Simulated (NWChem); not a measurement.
# SVWN5/6-31G(d) (spherical functions) run of Si2H6 (disilane)

Aim: the vertical ionisation energy of Si2H6 (disilane) at SVWN5/6-31G* (spherical functions), from 2 runs. 

Program for the calculation: NWChem 7.3.0.

**1. Starting point**

Si2H6: 8 atoms, total charge 0, spin state singlet. As SMILES, `[SiH3][SiH3]`. The coordinates come from a PBE0-D4/def2-TZVP relaxation.

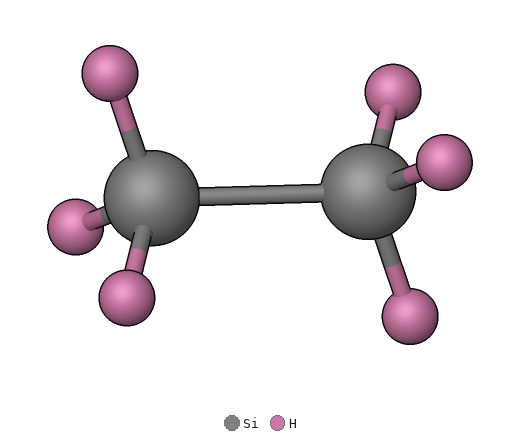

Viewed from a chosen angle; silicon grey, hydrogen pink.

**2. A single-point energy at SVWN5/6-31G(d) (spherical functions)**

File a.nw:

```
start a
title "H6Si2"
memory total 2200 mb
charge 0

geometry noautosym nocenter noautoz
  Si    -0.340500     0.490200    -1.004900
  Si     0.363500    -0.504400     0.991000
  H      0.833900     0.948200    -1.794900
  H     -1.112900    -0.483900    -1.821900
  H     -1.208000     1.664100    -0.717900
  H      1.139000     0.468600     1.806300
  H      1.228100    -1.680500     0.704000
  H     -0.811000    -0.959200     1.782600
end

basis "ao basis" spherical bse
  * library 6-31G*
end

dft
  xc slater vwn_5
  grid fine
  convergence energy 1e-08
  iterations 100
  mulliken
  print low
end

task dft energy
```

Started as:

```bash
$ nwchem a.nw > a.out
```

What it wrote:

```text
[...]
 d= 0,ls=0.0,diis     1   -580.1217590299 -6.71D+02  1.09D-02  2.11D-01     1.8
[...]
 d= 0,ls=0.0,diis     7   -580.1414512409 -2.43D-09  4.38D-08  3.85D-12     7.0
         Total DFT energy =     -580.141451240920
      One electron energy =     -986.763628747182
           Coulomb energy =      357.436319784569
    Exchange-Corr. energy =      -41.587230013197
 Nuclear repulsion energy =       90.773087734890
[...]
      Total Density - Mulliken Population Analysis
     ---------------------------------------------
    Atom       Charge   Shell Charges
 -----------   ------   -------------------------------------------------------
    1 Si  14    14.02   2.00  1.99  5.96  1.04  2.06  0.33  0.53  0.10
    2 Si  14    14.02   2.00  1.99  5.96  1.04  2.06  0.33  0.53  0.10
    3 H    1     0.99   0.47  0.52
    4 H    1     0.99   0.47  0.52
    5 H    1     0.99   0.47  0.52
    6 H    1     0.99   0.47  0.52
    7 H    1     0.99   0.47  0.52
    8 H    1     0.99   0.47  0.52
[...]
```

Wall time 7.8 s (1 thread of Intel Xeon Platinum 8259CL at 2.50GHz (Skylake/Cascade Lake), shared host); peak memory 0.12 GiB.

**3. The doublet cation, same level**

File struct.nw:

```
start struct
title "H6Si2"
memory stack 880 mb heap 220 mb global 1100 mb
charge 1
geometry units au noautosym nocenter noautoz
 Si -0.64345175  0.92634375 -1.89898578
 Si  0.68691545 -0.95317786  1.87271859
 H   1.57584262  1.79183831 -3.39186942
 H  -2.10307620 -0.91443847 -3.44289203
 H  -2.28278916  3.14469324 -1.35663438
 H   2.15239806  0.88552566  3.41341230
 H   2.32077265 -3.17568475  1.33036719
 H  -1.53256789 -1.81262530  3.36862579
end
basis spherical bse
 * library 6-31G*
end
dft
 xc slater vwn_5
 mult 2
 grid fine
 convergence energy 1e-08
 maxiter 100
 mulliken
 print low
end
task dft energy
```

Started as:

```bash
$ nwchem struct.nw > struct.out
```

What it wrote:

```text
[...]
 d= 0,ls=0.0,diis     1   -579.7186393360 -6.70D+02  6.14D-03  1.56D-01     1.4
[...]
 d= 0,ls=0.5,diis    15   -579.7570167373 -4.89D-09  4.08D-07  4.26D-10    14.1
[...]
         Total DFT energy =     -579.757016739567
      One electron energy =     -978.287406595105
           Coulomb energy =      349.051365206745
    Exchange-Corr. energy =      -41.294056520528
 Nuclear repulsion energy =       90.773081169321
[...]
      Total Density - Mulliken Population Analysis
     ---------------------------------------------
    Atom       Charge   Shell Charges
 -----------   ------   -------------------------------------------------------
    1 Si  14    13.81   2.00  2.00  5.95  1.14  2.02  0.28  0.31  0.11
    2 Si  14    13.81   2.00  2.00  5.95  1.14  2.02  0.28  0.31  0.11
    3 H    1     0.90   0.46  0.44
    4 H    1     0.90   0.46  0.44
    5 H    1     0.90   0.46  0.44
    6 H    1     0.90   0.46  0.44
    7 H    1     0.90   0.46  0.44
    8 H    1     0.90   0.46  0.44
[...]
      <S2> =      0.7508 (Exact =     0.7500)
[...]
```

It took 16 s on 1 thread of Intel Xeon Platinum 8259CL at 2.50GHz (Skylake/Cascade Lake), shared host; peak memory 0.12 GiB.

**4. Outcome**

Level: SVWN5/6-31G* (spherical functions).

```
                                          quantity          value
                       singlet Si2H6: total energy  -580.14145 Eh
                      doublet cation: total energy  -579.75702 Eh
                              doublet cation: ⟨S²⟩          0.751
vertical ionisation energy (to the doublet cation)      10.461 eV
```

What this shows: The vertical ionisation energy comes to 10.46 eV (241 kcal/mol).
